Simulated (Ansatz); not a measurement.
Single-point calculation of GaH₄BrO₂

System: GaH₄BrO₂.
Method: RKS PBE0-D4/def2-TZVPP (Ansatz 0.2.0).

The geometry is the reactant side of a reaction. The geometry comes from this level: PBE0-D4/def2-TZVP.

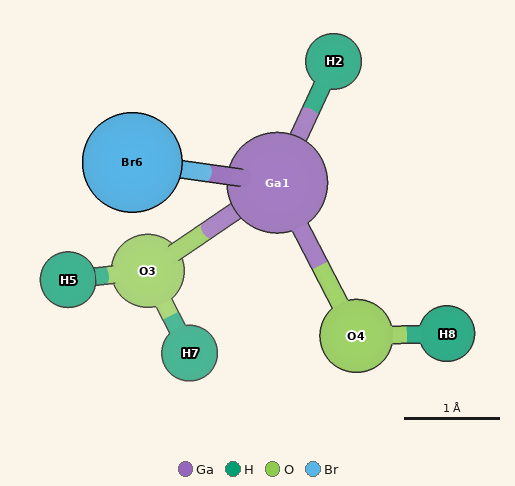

Figure 1. The structure as given in the input (ball-and-stick view, seen at a tilt; atoms are numbered from 1 in the order of the input). Sticks mark near contacts. Bond lengths as drawn: Br–Ga 2.33 Å, Ga–H 1.55 Å, Ga–O 1.81 to 2.10 Å and H–O 0.96 to 0.97 Å.

## Summary

```csv
quantity,value
outcome,converged
total energy,−126569.3358 eV
mean-field energy,−126569.1890 eV
dispersion energy,−0.1468 eV
SCF solution under orbital rotations,stable
HOMO,−7.92 eV
LUMO,−0.09 eV
hardware,"8 threads of Intel Xeon, 31 GiB of memory available, shared host"
wall time,1.1 s (CPU time 6.6 s)
peak memory,0.71 GiB
```

## Input file
```yaml
crystal:
  periodic: [false, false, false]
  atoms:
    - {symbol: Ga, position_ang: [-0.217002, -0.600716, 0.520358]}
    - {symbol: H, position_ang: [-1.182842, -1.810861, 0.409990]}
    - {symbol: O, position_ang: [0.394354, 0.028983, -1.386256]}
    - {symbol: O, position_ang: [-0.773280, 1.115265, 0.716229]}
    - {symbol: H, position_ang: [1.360596, 0.023043, -1.400850]}
    - {symbol: Br, position_ang: [1.949164, -0.936072, 1.308340]}
    - {symbol: H, position_ang: [0.115474, 0.951711, -1.261156]}
    - {symbol: H, position_ang: [-1.646462, 1.228747, 1.093347]}
basis:
  gaussian: {orbitals: def2-TZVPP}
hamiltonian: {xc: pbe0, dispersion: d4}
output: {orbitals: {seedname: orbitals}}
```

Launch command:
```bash
ansatz run in.yaml --threads 8 --pin off --events-out ev --progress --plain --max-ram 19148MiB
```

## The program's output
```
Functional definition: PBE0
  name "PBE0"
  cite "Adamo & Barone, J. Chem. Phys. 110, 6158 (1999) doi:10.1063/1.478522"
  cite "Perdew, Burke & Ernzerhof, Phys. Rev. Lett. 77, 3865 (1996) doi:10.1103/PhysRevLett.77.3865"
  parent pbe
  parameter a = 0.25
  parameter kappa = 0.804
  parameter beta = 0.06672455060314922
  exchange = (1 - a)*pbe_x(kappa = kappa, mu = beta*pi^2/3) + a*exact_x
  correlation = pbe_c(beta = beta)
1364 factors; their error is unknown
mean field evaluation 1: about -126560.3622 eV, gradient 7.4e1 eV
mean field evaluation 2: about -126539.4889 eV, gradient 1.3e2 eV
mean field evaluation 4: about -126568.4504 eV, gradient 8.6e0 eV
mean field evaluation 8: about -126569.1888 eV, gradient 4.6e-1 eV
mean field evaluation 16: about -126569.1890 eV, gradient 2.7e-5 eV
mean field -126569.18899364 eV, -4651.3319038387 hartree, gradient 2.7e-5 eV, S^2 0.000000; 0 other end points of the search recorded, 0 dependent functions left out
reference -126569.18902192 eV, -4651.3319048780 hartree; 43, 43 occupied and 171, 171 virtual orbitals, 1364 factors
Total energy: -126569.33578784 eV, -4651.3372984259 hartree
```

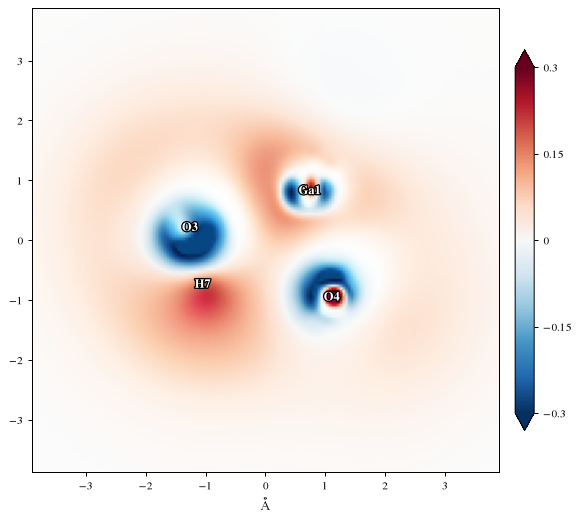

Figure 2. One frontier orbital on the plane of atoms O3, Ga1 and O4 (values in Å⁻³ᐟ²; the overall sign is arbitrary). The LUMO, at −0.09 eV. Its weight (Hirshfeld) is mainly on Ga1 (20 %), H5 (20 %), H7 (15 %), O3 (15 %) and Br6 (10 %).

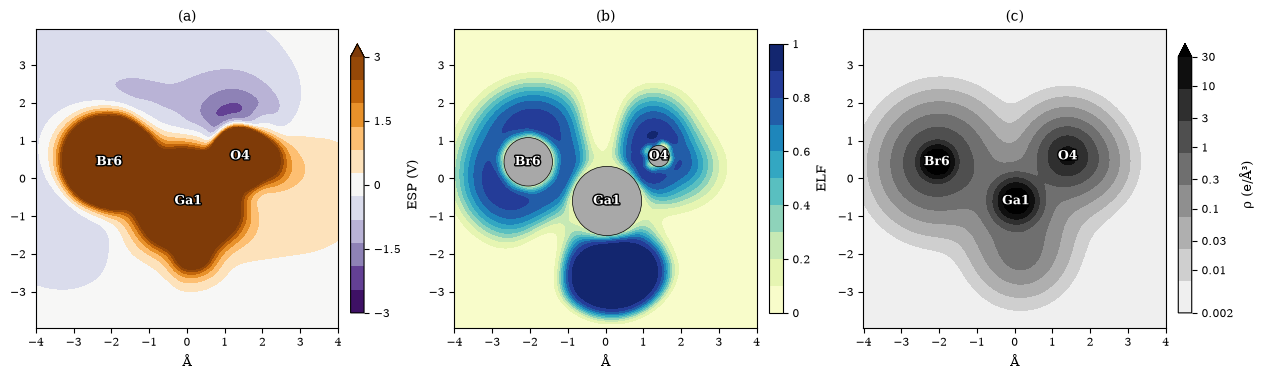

Figure 3. (a) electrostatic potential; (b) electron localisation function; (c) total electron density on the plane of atoms O4, Ga1 and Br6. Grey discs, where drawn, cover atomic cores. Atoms in the plane: Ga, O and Br. Ga–O (1.81 Å): ρ is about 0.86 e/Å³ halfway; the ELF peaks at about 0.85 in the valence shell of O, 0.6 Å from its nucleus, and is about 0.25 at the midpoint. Ga–Br (2.33 Å): ρ is about 0.61 e/Å³ halfway, with its minimum of 0.54 e/Å³ about 1.0 Å from Ga; the ELF peaks at about 0.80 in the valence shell of Br, 1.0 Å from its nucleus, and is about 0.70 at the midpoint.

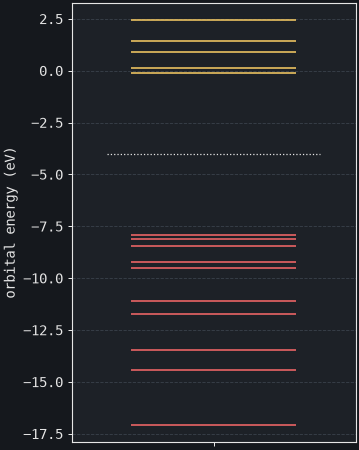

Figure 4. Orbital energies near the frontier; the dotted line parts filled from empty levels, and levels within 0.02 eV of each other stand side by side. Highest filled −7.92 eV, lowest empty −0.09 eV, 7.83 eV apart.
